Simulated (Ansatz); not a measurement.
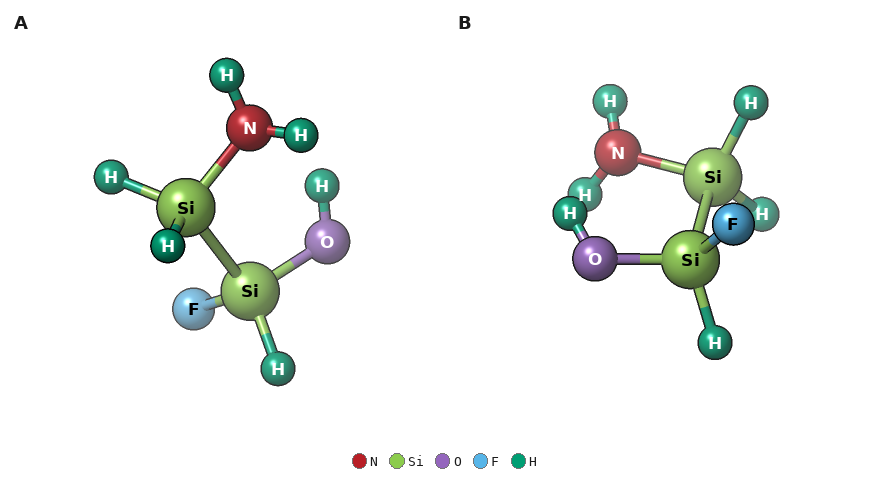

Depth is shown by fading: the farther an atom, the more it takes the colour of the background. The computed structure is the end point of a PBE0-D4/def2-TZVP optimisation. No frequency run is at hand to confirm it as a minimum.

### Are A and B the same structure? If not, how do they differ?

Yes. They are the same structure, FH6NOSi2 (N[SiH2][Si@H](O)F), seen from two directions: a rotation takes one into the other. The geometry is chiral (C1), so its mirror image would differ.
